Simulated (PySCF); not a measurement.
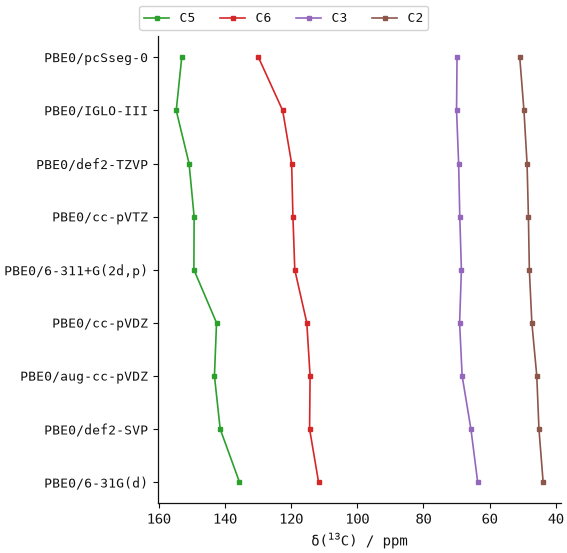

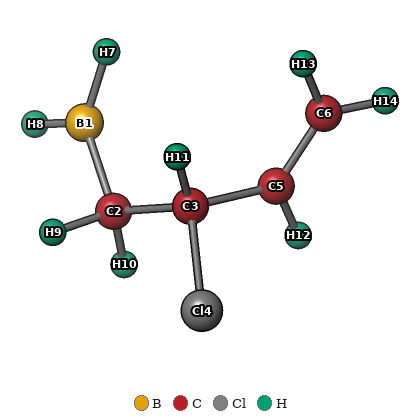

GIAO ¹³C shifts of C₄H₈BCl, SMILES BC[C@@H](Cl)C=C at several levels, one geometry, PySCF 2.14.0, at a PBE0-D3(BJ)/def2-SVP geometry (no frequency check); values of one conformer, averaged over methyl-type rotors and exact or near symmetry; other conformers aren't averaged in; each against TMS at the same level.

> How much does each signal move over these levels?

```
atoms  lowest  highest  spread (ppm)
   C5   135.6    154.7          19.1
   C6   111.7    129.9          18.2
   C3    63.6     70.0           6.4
   C2    43.8     50.9           7.1
```

> Do all levels give the signals in the same order?

Yes, the order of the signals is the same at every level.
